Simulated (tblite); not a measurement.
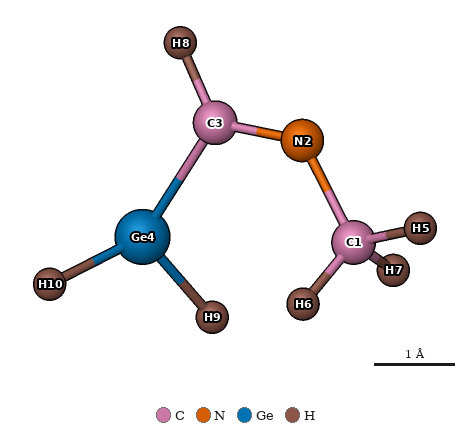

Figure 1. The starting structure (ball-and-stick view, seen at a tilt; atoms are numbered from 1 in the order of the input). Sticks mark near contacts. Bond lengths as drawn: C–Ge 1.88 Å, C–H 1.09 to 1.13 Å, C–N 1.28 to 1.43 Å and Ge–H 1.51 to 1.54 Å.

Geometry relaxation, with input and output: C₂H₆GeN (part 1 of 4)

System: C₂H₆GeN, multiplicity 2.
Method: GFN2-xTB geometry optimisation, gas phase (tblite 0.8.0).

It belongs to a series of runs on one base structure; here: H removed from Ge.

**What the program printed**
```
step      E/eV     max force
  0    -328.47582    2.775
  1    -328.66811    2.436
  2    -328.98614    2.131
  3    -329.10625    1.211
  4    -329.15695    0.771
  5    -329.19973    0.627
  6    -329.23322    0.471
  7    -329.24827    0.364
  8    -329.26292    0.329
  9    -329.27532    0.478
 10    -329.28310    0.316
 11    -329.28691    0.172
 12    -329.28916    0.162
 13    -329.29139    0.173
 14    -329.29341    0.153
 15    -329.29460    0.107
 16    -329.29533    0.090
 17    -329.29607    0.095
 18    -329.29706    0.123
 19    -329.29820    0.103
 20    -329.29924    0.088
 21    -329.30010    0.082
 22    -329.30087    0.088
 23    -329.30152    0.074
 24    -329.30194    0.049
 25    -329.30214    0.038
 26    -329.30226    0.034
 27    -329.30239    0.045
 28    -329.30252    0.047
 29    -329.30264    0.031
 30    -329.30273    0.030
 31    -329.30282    0.030
 32    -329.30290    0.025
 33    -329.30297    0.021
 34    -329.30302    0.016
 35    -329.30306    0.020
 36    -329.30312    0.022
 37    -329.30317    0.019
 38    -329.30321    0.018
 39    -329.30323    0.022
 40    -329.30327    0.027
 41    -329.30332    0.026
 42    -329.30338    0.023
 43    -329.30342    0.018
 44    -329.30347    0.022
 45    -329.30354    0.030
 46    -329.30368    0.045
 47    -329.30393    0.053
 48    -329.30423    0.052
 49    -329.30444    0.036
 50    -329.30458    0.030
 51    -329.30476    0.054
 52    -329.30510    0.082
 53    -329.30583    0.113
 54    -329.30718    0.190
 55    -329.30920    0.225
 56    -329.30946    0.317
 57    -329.31838    0.221
 58    -329.32470    0.208
 59    -329.32922    0.328
 60    -329.33039    0.316
 61    -329.33703    0.126
 62    -329.33974    0.155
 63    -329.34320    0.183
 64    -329.34797    0.172
 65    -329.35222    0.211
 66    -329.35845    0.223
 67    -329.36848    0.204
 68    -329.37611    0.204
 69    -329.37982    0.156
 70    -329.37995    0.217
 71    -329.38370    0.222
 72    -329.38536    0.090
 73    -329.38668    0.047
 74    -329.38702    0.042
 75    -329.38717    0.032
 76    -329.38728    0.019
 77    -329.38734    0.018
 78    -329.38737    0.017
 79    -329.38741    0.018
 80    -329.38745    0.018
 81    -329.38753    0.024
 82    -329.38763    0.028
 83    -329.38775    0.026
 84    -329.38786    0.020
 85    -329.38792    0.011
 86    -329.38793    0.005
```

**Trajectory as extended XYZ (Å, eV, eV/Å), 77 of the 87 frames kept, from step=0 to step=86**
```
10
Properties=species:S:1:pos:R:3:forces:R:3 step=0 energy=-328.47582
C    -1.3603   -0.1444   -0.2002   -1.1770   0.7260  -0.5090
N    -0.6165    1.0682   -0.0185    0.2570   0.7140   0.8020
C     0.6365    1.1389    0.2168   -1.5040   0.0820  -1.0930
Ge    1.6558   -0.4416    0.3113    2.2500  -0.6030   1.5090
H    -2.3795    0.2012   -0.5327    0.6970  -0.2550   0.2360
H    -0.9878   -0.7722   -1.0258    0.2910  -0.0610   0.4390
H    -1.5401   -0.7131    0.7266    0.4570   0.1530  -0.3220
H     1.1455    2.0984    0.3530   -0.5990  -0.1930  -0.1660
H     1.0186   -1.6116    1.0760   -0.3160  -0.2880  -0.6490
H     2.4366   -0.8192   -0.9291   -0.3570  -0.2750  -0.2480
10
Properties=species:S:1:pos:R:3:forces:R:3 step=1 energy=-328.66811
C    -1.3771   -0.1340   -0.2075   -0.1720   0.4330  -0.1210
N    -0.6128    1.0784   -0.0071   -1.2930   0.3150   0.2850
C     0.6151    1.1401    0.2012    0.2330  -0.0870  -0.6050
Ge    1.6879   -0.4502    0.3329    1.9490  -0.0570   1.4610
H    -2.3695    0.1975   -0.5293    0.0280   0.0180   0.0020
H    -0.9837   -0.7731   -1.0195    0.2080   0.0930   0.4570
H    -1.5336   -0.7109    0.7220    0.3880   0.2320  -0.3640
H     1.1369    2.0956    0.3506   -0.6350  -0.2450  -0.1720
H     1.0141   -1.6157    1.0667   -0.3330  -0.3620  -0.6090
H     2.4315   -0.8231   -0.9326   -0.3730  -0.3400  -0.3340
10
Properties=species:S:1:pos:R:3:forces:R:3 step=2 energy=-328.98614
C    -1.4090   -0.1036   -0.2228    1.8940  -0.6090   0.7630
N    -0.6492    1.1047    0.0202   -0.2560  -0.2230  -0.2300
C     0.5890    1.1391    0.1570    0.2850  -0.4370   0.1140
Ge    1.8019   -0.4655    0.4143    0.7080   0.7590   0.7450
H    -2.3530    0.1924   -0.5239   -1.8790   0.5820  -0.6440
H    -0.9704   -0.7714   -0.9948    0.0670   0.4010   0.3370
H    -1.5107   -0.7000    0.7029    0.1270   0.2710  -0.2430
H     1.1028    2.0833    0.3413   -0.4400  -0.0100  -0.1610
H     0.9961   -1.6339    1.0324   -0.1840  -0.3570  -0.4720
H     2.4114   -0.8404   -0.9490   -0.3220  -0.3770  -0.2100
10
Properties=species:S:1:pos:R:3:forces:R:3 step=3 energy=-329.10625
C    -1.3961   -0.1006   -0.2184    0.2870  -0.0390   0.2460
N    -0.6577    1.1131    0.0296   -0.4520  -0.5390  -0.4550
C     0.5738    1.1326    0.1397    1.0820  -0.0830   0.5370
Ge    1.8572   -0.4621    0.4567    0.2040   0.6910   0.3350
H    -2.3734    0.1983   -0.5310   -0.6880   0.1630  -0.2650
H    -0.9639   -0.7652   -0.9803    0.1920   0.3170   0.1000
H    -1.4998   -0.6920    0.6922    0.0550   0.0740   0.1420
H     1.0833    2.0789    0.3353   -0.3660  -0.0160  -0.1900
H     0.9866   -1.6460    1.0118   -0.0260  -0.2410  -0.4180
H     2.3988   -0.8525   -0.9580   -0.2870  -0.3270  -0.0330
10
Properties=species:S:1:pos:R:3:forces:R:3 step=5 energy=-329.19973
C    -1.3976   -0.0950   -0.2127   -0.5680   0.0090  -0.1460
N    -0.6545    1.0982    0.0193    0.5190  -0.2130  -0.2800
C     0.5850    1.1231    0.1494    0.0010  -0.1080   0.4050
Ge    1.9079   -0.4337    0.5021   -0.0980   0.1270  -0.0140
H    -2.4037    0.2040   -0.5429    0.2510  -0.1070   0.0730
H    -0.9482   -0.7472   -0.9666    0.1010   0.1280  -0.0600
H    -1.4893   -0.6847    0.6948   -0.0590  -0.0070   0.2390
H     1.0537    2.0802    0.3220   -0.0760   0.2740  -0.0980
H     0.9807   -1.6640    0.9748    0.1800   0.0360  -0.3340
H     2.3749   -0.8763   -0.9627   -0.2510  -0.1390   0.2140
10
Properties=species:S:1:pos:R:3:forces:R:3 step=6 energy=-329.23322
C    -1.4067   -0.0962   -0.2112   -0.3760  -0.0090  -0.1440
N    -0.6390    1.0826    0.0036    0.3490  -0.0160  -0.1340
C     0.5956    1.1151    0.1694   -0.2070   0.0370   0.2100
Ge    1.9182   -0.4145    0.5156   -0.0390  -0.2340  -0.0360
H    -2.4152    0.2052   -0.5479    0.4290  -0.1190   0.1540
H    -0.9399   -0.7351   -0.9638   -0.0310  -0.0240  -0.0860
H    -1.4882   -0.6821    0.7037   -0.0930   0.0280   0.1070
H     1.0409    2.0892    0.3141   -0.0160   0.2070  -0.0650
H     0.9843   -1.6700    0.9520    0.2250   0.1530  -0.2800
H     2.3588   -0.8896   -0.9580   -0.2410  -0.0230   0.2730
10
Properties=species:S:1:pos:R:3:forces:R:3 step=7 energy=-329.24827
C    -1.4131   -0.0982   -0.2114   -0.0410  -0.0210  -0.0630
N    -0.6286    1.0743   -0.0069    0.0960   0.0450  -0.0660
C     0.6002    1.1122    0.1833   -0.1810   0.1280   0.0980
Ge    1.9201   -0.4088    0.5200    0.0280  -0.3390   0.0060
H    -2.4154    0.2047   -0.5483    0.3270  -0.0660   0.1270
H    -0.9372   -0.7300   -0.9643   -0.1040  -0.1020  -0.0780
H    -1.4898   -0.6803    0.7093   -0.0940   0.0520   0.0130
H     1.0352    2.0965    0.3095   -0.0090   0.1100  -0.0490
H     0.9900   -1.6699    0.9373    0.2080   0.1700  -0.2450
H     2.3476   -0.8958   -0.9511   -0.2310   0.0230   0.2560
10
Properties=species:S:1:pos:R:3:forces:R:3 step=8 energy=-329.26292
C    -1.4174   -0.1007   -0.2122    0.3220  -0.0480   0.0440
N    -0.6196    1.0673   -0.0182   -0.1300   0.0840  -0.0070
C     0.6023    1.1124    0.1981   -0.0820   0.1520   0.0040
Ge    1.9229   -0.4104    0.5245    0.0670  -0.2910   0.0640
H    -2.4103    0.2034   -0.5465    0.0990   0.0200   0.0480
H    -0.9372   -0.7275   -0.9662   -0.1470  -0.1680  -0.0620
H    -1.4932   -0.6773    0.7144   -0.0710   0.0600  -0.0600
H     1.0296    2.1050    0.3043   -0.0010   0.0180  -0.0260
H     0.9993   -1.6664    0.9189    0.1500   0.1270  -0.1940
H     2.3325   -0.9011   -0.9397   -0.2050   0.0450   0.1890
10
Properties=species:S:1:pos:R:3:forces:R:3 step=9 energy=-329.27532
C    -1.4163   -0.1033   -0.2125    0.4660  -0.0550   0.0930
N    -0.6138    1.0634   -0.0279   -0.2130   0.0960   0.0390
C     0.6018    1.1154    0.2107    0.0340   0.1130  -0.0550
Ge    1.9282   -0.4177    0.5311    0.0540  -0.1070   0.1060
H    -2.4028    0.2023   -0.5437   -0.0890   0.0840  -0.0250
H    -0.9399   -0.7287   -0.9690   -0.1400  -0.2100  -0.0470
H    -1.4973   -0.6735    0.7176   -0.0260   0.0400  -0.0770
H     1.0241    2.1130    0.2991    0.0150  -0.0380   0.0010
H     1.0105   -1.6611    0.8979    0.0600   0.0310  -0.1240
H     2.3145   -0.9051   -0.9259   -0.1610   0.0470   0.0890
10
Properties=species:S:1:pos:R:3:forces:R:3 step=10 energy=-329.28310
C    -1.4104   -0.1048   -0.2124    0.3100  -0.0340   0.0520
N    -0.6125    1.0634   -0.0327   -0.1460   0.0680   0.0560
C     0.6000    1.1194    0.2171    0.1050   0.0530  -0.0650
Ge    1.9348   -0.4250    0.5389    0.0040   0.0810   0.1010
H    -2.3975    0.2025   -0.5416   -0.1050   0.0820  -0.0430
H    -0.9438   -0.7337   -0.9713   -0.0980  -0.2040  -0.0280
H    -1.4999   -0.6702    0.7184    0.0200   0.0080  -0.0460
H     1.0203    2.1178    0.2954    0.0400  -0.0360   0.0220
H     1.0187   -1.6574    0.8809   -0.0160  -0.0610  -0.0590
H     2.2991   -0.9072   -0.9152   -0.1130   0.0430   0.0100
10
Properties=species:S:1:pos:R:3:forces:R:3 step=11 energy=-329.28691
C    -1.4044   -0.1053   -0.2124    0.0770  -0.0150  -0.0110
N    -0.6137    1.0656   -0.0327   -0.0240   0.0190   0.0430
C     0.5991    1.1222    0.2173    0.0970   0.0130  -0.0470
Ge    1.9394   -0.4275    0.5451   -0.0480   0.1530   0.0630
H    -2.3953    0.2035   -0.5409   -0.0240   0.0450  -0.0250
H    -0.9471   -0.7400   -0.9726   -0.0590  -0.1580  -0.0050
H    -1.5003   -0.6687    0.7178    0.0440  -0.0100  -0.0110
H     1.0193    2.1192    0.2943    0.0600   0.0000   0.0300
H     1.0217   -1.6571    0.8722   -0.0410  -0.0920  -0.0250
H     2.2902   -0.9073   -0.9106   -0.0830   0.0440  -0.0130
10
Properties=species:S:1:pos:R:3:forces:R:3 step=12 energy=-329.28916
C    -1.4002   -0.1057   -0.2128   -0.0780  -0.0030  -0.0460
N    -0.6144    1.0675   -0.0313    0.0770  -0.0270   0.0200
C     0.5997    1.1241    0.2159    0.0440  -0.0040  -0.0340
Ge    1.9403   -0.4262    0.5489   -0.0730   0.1420   0.0300
H    -2.3942    0.2048   -0.5409    0.0490   0.0140  -0.0050
H    -0.9500   -0.7466   -0.9734   -0.0320  -0.1010   0.0190
H    -1.4996   -0.6683    0.7171    0.0530  -0.0130   0.0050
H     1.0204    2.1197    0.2946    0.0660   0.0260   0.0320
H     1.0223   -1.6586    0.8681   -0.0390  -0.0840  -0.0090
H     2.2846   -0.9060   -0.9087   -0.0660   0.0500  -0.0120
10
Properties=species:S:1:pos:R:3:forces:R:3 step=14 energy=-329.29341
C    -1.3945   -0.1082   -0.2151   -0.1490   0.0050  -0.0340
N    -0.6105    1.0671   -0.0302    0.1160  -0.0830  -0.0560
C     0.6048    1.1281    0.2138   -0.0430   0.0030  -0.0160
Ge    1.9337   -0.4164    0.5552   -0.0390  -0.0030  -0.0020
H    -2.3894    0.2083   -0.5412    0.0910  -0.0140   0.0090
H    -0.9584   -0.7644   -0.9742    0.0080   0.0200   0.0640
H    -1.4961   -0.6682    0.7165    0.0470  -0.0040   0.0070
H     1.0273    2.1230    0.2970    0.0320   0.0220   0.0220
H     1.0225   -1.6650    0.8597   -0.0260  -0.0210   0.0140
H     2.2694   -0.8997   -0.9040   -0.0370   0.0760  -0.0080
10
Properties=species:S:1:pos:R:3:forces:R:3 step=15 energy=-329.29460
C    -1.3946   -0.1095   -0.2160   -0.0590  -0.0010   0.0010
N    -0.6070    1.0643   -0.0321    0.0510  -0.0560  -0.0760
C     0.6071    1.1294    0.2139   -0.0320   0.0030  -0.0110
Ge    1.9297   -0.4126    0.5570   -0.0030  -0.0640   0.0060
H    -2.3868    0.2095   -0.5415    0.0410  -0.0020  -0.0020
H    -0.9611   -0.7698   -0.9732    0.0150   0.0330   0.0560
H    -1.4941   -0.6681    0.7168    0.0340   0.0000   0.0060
H     1.0302    2.1249    0.2982    0.0070   0.0020   0.0130
H     1.0224   -1.6675    0.8567   -0.0250   0.0020   0.0190
H     2.2630   -0.8960   -0.9023   -0.0290   0.0840  -0.0120
10
Properties=species:S:1:pos:R:3:forces:R:3 step=16 energy=-329.29533
C    -1.3954   -0.1104   -0.2164    0.0260  -0.0070   0.0240
N    -0.6044    1.0616   -0.0349   -0.0030  -0.0140  -0.0750
C     0.6083    1.1301    0.2142   -0.0040  -0.0050  -0.0040
Ge    1.9277   -0.4115    0.5583    0.0180  -0.0830   0.0170
H    -2.3849    0.2102   -0.5418   -0.0110   0.0100  -0.0120
H    -0.9623   -0.7720   -0.9716    0.0180   0.0180   0.0330
H    -1.4925   -0.6680    0.7171    0.0200   0.0010   0.0110
H     1.0317    2.1260    0.2989   -0.0110  -0.0140   0.0030
H     1.0220   -1.6689    0.8551   -0.0280   0.0100   0.0200
H     2.2587   -0.8925   -0.9014   -0.0260   0.0840  -0.0190
10
Properties=species:S:1:pos:R:3:forces:R:3 step=17 energy=-329.29607
C    -1.3960   -0.1112   -0.2163    0.0880  -0.0090   0.0340
N    -0.6019    1.0588   -0.0391   -0.0380   0.0340  -0.0610
C     0.6091    1.1306    0.2143    0.0250  -0.0200   0.0090
Ge    1.9266   -0.4122    0.5601    0.0260  -0.0750   0.0260
H    -2.3833    0.2110   -0.5423   -0.0500   0.0140  -0.0160
H    -0.9629   -0.7736   -0.9694    0.0190  -0.0070   0.0030
H    -1.4904   -0.6679    0.7177    0.0060   0.0040   0.0200
H     1.0327    2.1268    0.2996   -0.0230  -0.0270  -0.0080
H     1.0209   -1.6701    0.8540   -0.0310   0.0090   0.0190
H     2.2541   -0.8876   -0.9011   -0.0220   0.0780  -0.0260
10
Properties=species:S:1:pos:R:3:forces:R:3 step=18 energy=-329.29706
C    -1.3959   -0.1122   -0.2159    0.1200  -0.0050   0.0280
N    -0.5988    1.0560   -0.0456   -0.0510   0.0780  -0.0330
C     0.6102    1.1307    0.2141    0.0470  -0.0400   0.0300
Ge    1.9258   -0.4148    0.5635    0.0230  -0.0460   0.0310
H    -2.3814    0.2122   -0.5431   -0.0690   0.0050  -0.0100
H    -0.9632   -0.7763   -0.9662    0.0210  -0.0340  -0.0330
H    -1.4873   -0.6676    0.7189   -0.0090   0.0140   0.0290
H     1.0338    2.1273    0.3004   -0.0310  -0.0390  -0.0250
H     1.0185   -1.6717    0.8527   -0.0340   0.0020   0.0170
H     2.2471   -0.8790   -0.9014   -0.0160   0.0650  -0.0340
10
Properties=species:S:1:pos:R:3:forces:R:3 step=19 energy=-329.29820
C    -1.3944   -0.1133   -0.2154    0.1030   0.0030   0.0040
N    -0.5952    1.0542   -0.0540   -0.0350   0.0920   0.0030
C     0.6119    1.1303    0.2140    0.0480  -0.0530   0.0550
Ge    1.9252   -0.4188    0.5684    0.0070  -0.0030   0.0280
H    -2.3795    0.2136   -0.5440   -0.0530  -0.0200   0.0070
H    -0.9634   -0.7808   -0.9627    0.0210  -0.0470  -0.0590
H    -1.4832   -0.6670    0.7208   -0.0200   0.0330   0.0300
H     1.0349    2.1271    0.3011   -0.0280  -0.0440  -0.0440
H     1.0147   -1.6739    0.8517   -0.0350  -0.0080   0.0120
H     2.2381   -0.8667   -0.9025   -0.0080   0.0470  -0.0370
10
Properties=species:S:1:pos:R:3:forces:R:3 step=20 energy=-329.29924
C    -1.3917   -0.1141   -0.2152    0.0490   0.0100  -0.0230
N    -0.5920    1.0541   -0.0617   -0.0020   0.0620   0.0330
C     0.6137    1.1291    0.2145    0.0230  -0.0500   0.0690
Ge    1.9245   -0.4230    0.5734   -0.0130   0.0310   0.0160
H    -2.3780    0.2143   -0.5445   -0.0100  -0.0490   0.0260
H    -0.9633   -0.7861   -0.9603    0.0170  -0.0330  -0.0590
H    -1.4795   -0.6658    0.7231   -0.0200   0.0560   0.0180
H     1.0357    2.1260    0.3011   -0.0120  -0.0400  -0.0540
H     1.0103   -1.6763    0.8513   -0.0310  -0.0160   0.0070
H     2.2294   -0.8536   -0.9044   -0.0020   0.0290  -0.0310
10
Properties=species:S:1:pos:R:3:forces:R:3 step=22 energy=-329.30087
C    -1.3859   -0.1148   -0.2162   -0.0480   0.0050  -0.0370
N    -0.5873    1.0563   -0.0704    0.0340  -0.0430   0.0450
C     0.6166    1.1249    0.2192   -0.0410  -0.0040   0.0460
Ge    1.9215   -0.4275    0.5799   -0.0270   0.0340  -0.0040
H    -2.3758    0.2120   -0.5436    0.0500  -0.0660   0.0290
H    -0.9622   -0.7943   -0.9600    0.0080   0.0250  -0.0100
H    -1.4756   -0.6606    0.7268    0.0040   0.0690  -0.0160
H     1.0370    2.1221    0.2982    0.0340  -0.0150  -0.0420
H     1.0024   -1.6800    0.8522   -0.0140  -0.0150  -0.0060
H     2.2182   -0.8334   -0.9087    0.0000   0.0100  -0.0050
10
Properties=species:S:1:pos:R:3:forces:R:3 step=23 energy=-329.30152
C    -1.3837   -0.1151   -0.2172   -0.0520  -0.0030  -0.0190
N    -0.5853    1.0565   -0.0723    0.0200  -0.0640   0.0320
C     0.6173    1.1229    0.2231   -0.0500   0.0200   0.0190
Ge    1.9194   -0.4281    0.5818   -0.0190   0.0100  -0.0040
H    -2.3745    0.2092   -0.5425    0.0390  -0.0470   0.0090
H    -0.9614   -0.7966   -0.9609    0.0060   0.0400   0.0130
H    -1.4746   -0.6566    0.7280    0.0150   0.0470  -0.0190
H     1.0382    2.1200    0.2955    0.0480  -0.0040  -0.0260
H     0.9991   -1.6816    0.8525   -0.0040  -0.0080  -0.0120
H     2.2145   -0.8259   -0.9106   -0.0030   0.0080   0.0080
10
Properties=species:S:1:pos:R:3:forces:R:3 step=24 energy=-329.30194
C    -1.3828   -0.1155   -0.2181   -0.0280  -0.0090   0.0010
N    -0.5838    1.0553   -0.0734   -0.0040  -0.0430   0.0160
C     0.6174    1.1218    0.2265   -0.0360   0.0280  -0.0020
Ge    1.9176   -0.4281    0.5832   -0.0080  -0.0100   0.0000
H    -2.3733    0.2066   -0.5417    0.0070  -0.0220  -0.0130
H    -0.9608   -0.7974   -0.9614    0.0090   0.0340   0.0180
H    -1.4737   -0.6530    0.7286    0.0180   0.0160  -0.0060
H     1.0396    2.1186    0.2931    0.0470   0.0010  -0.0130
H     0.9971   -1.6828    0.8521    0.0010  -0.0020  -0.0160
H     2.2116   -0.8210   -0.9115   -0.0050   0.0080   0.0150
10
Properties=species:S:1:pos:R:3:forces:R:3 step=25 energy=-329.30214
C    -1.3827   -0.1160   -0.2184   -0.0040  -0.0080   0.0130
N    -0.5830    1.0538   -0.0741   -0.0180  -0.0060   0.0070
C     0.6171    1.1218    0.2283   -0.0150   0.0190  -0.0090
Ge    1.9168   -0.4283    0.5843   -0.0030  -0.0150   0.0050
H    -2.3727    0.2051   -0.5417   -0.0180  -0.0080  -0.0230
H    -0.9603   -0.7974   -0.9611    0.0120   0.0180   0.0100
H    -1.4728   -0.6509    0.7290    0.0130  -0.0070   0.0080
H     1.0411    2.1181    0.2916    0.0370   0.0000  -0.0090
H     0.9961   -1.6835    0.8511    0.0010  -0.0010  -0.0160
H     2.2094   -0.8181   -0.9115   -0.0050   0.0070   0.0140
10
Properties=species:S:1:pos:R:3:forces:R:3 step=26 energy=-329.30226
C    -1.3828   -0.1164   -0.2184    0.0070  -0.0030   0.0150
N    -0.5828    1.0529   -0.0747   -0.0210   0.0220   0.0030
C     0.6167    1.1221    0.2291    0.0020   0.0070  -0.0090
Ge    1.9164   -0.4287    0.5854   -0.0040  -0.0100   0.0060
H    -2.3725    0.2043   -0.5421   -0.0250  -0.0030  -0.0230
H    -0.9599   -0.7973   -0.9606    0.0140   0.0050   0.0020
H    -1.4719   -0.6499    0.7294    0.0060  -0.0190   0.0160
H     1.0426    2.1179    0.2907    0.0250  -0.0030  -0.0090
H     0.9955   -1.6841    0.8500    0.0000  -0.0020  -0.0150
H     2.2075   -0.8160   -0.9112   -0.0040   0.0060   0.0120
10
Properties=species:S:1:pos:R:3:forces:R:3 step=27 energy=-329.30239
C    -1.3829   -0.1168   -0.2182    0.0110   0.0040   0.0140
N    -0.5828    1.0524   -0.0752   -0.0170   0.0420   0.0010
C     0.6162    1.1226    0.2295    0.0140  -0.0050  -0.0060
Ge    1.9159   -0.4294    0.5867   -0.0090   0.0000   0.0060
H    -2.3726    0.2032   -0.5430   -0.0210  -0.0040  -0.0150
H    -0.9591   -0.7971   -0.9600    0.0150  -0.0030  -0.0020
H    -1.4708   -0.6493    0.7301   -0.0020  -0.0240   0.0180
H     1.0447    2.1176    0.2896    0.0110  -0.0060  -0.0100
H     0.9947   -1.6848    0.8486   -0.0010  -0.0050  -0.0140
H     2.2056   -0.8136   -0.9107   -0.0010   0.0030   0.0090
```
